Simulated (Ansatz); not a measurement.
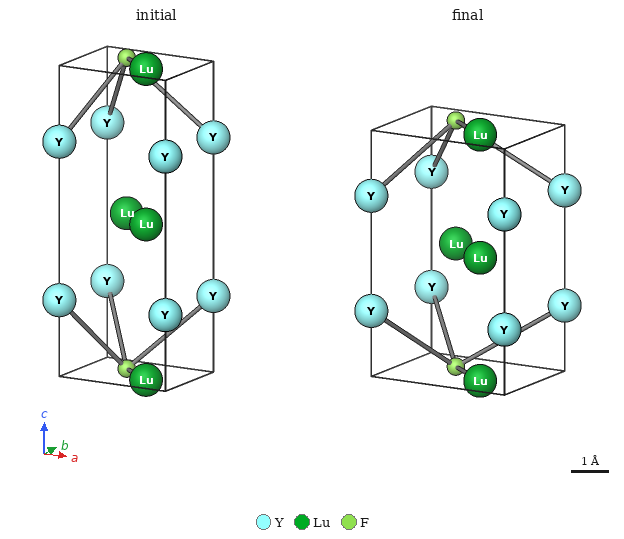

The structure of a crystal of Y$_{2}$Lu$_{3}$F (a generated structure, set up in P-6m2) (coarse preliminary run) before (left) and after (right) a relaxation, at one scale.

Style: ball-and-stick. Shown: the cell of the calculation, slightly off an axis.

The calculation used DFT PBE, scalar-relativistic, plane waves, PAW in Ansatz 0.2.0. (plane-wave cutoff 420 eV; k-point mesh 6 × 6 × 2; occupations gaussian; smearing width 0.1 eV; no spin polarisation; cell and atoms relaxed; force threshold 0.04 eV/Å; at most 70 steps)

> Describe what moved and what it gained.

After 10 accepted moves (12 points after the start) the energy has fallen by 2.891 eV per cell of the calculation. Largest force component: 0.99 eV/Å at the start, 0.0034 eV/Å at the end. Pressure: 13.58 GPa at the start and 0.04 GPa at the end. At 2 points the geometry stayed and the basis and grid were re-selected for the new cell (energy shift of 0.298 eV per cell of the calculation at most each time). The largest moves relative to the cell, 0.14 Å, are those of Y atoms. Lu and F stay in place. The drawn cell changes as follows: a = b 4.291 → 5.382 Å (+25.4 %), c 8.524 → 6.748 Å (−20.8 %); the volume changes by +24.6 %. Near-neighbour distances that change, for instance: Y–Y 4.346 → 3.157 Å, Lu–Lu 4.262 → 3.374 Å, Lu–Lu 2.477 → 3.107 Å, F–Lu 2.477 → 3.107 Å. The space group stays P-6m2 (No. 187).
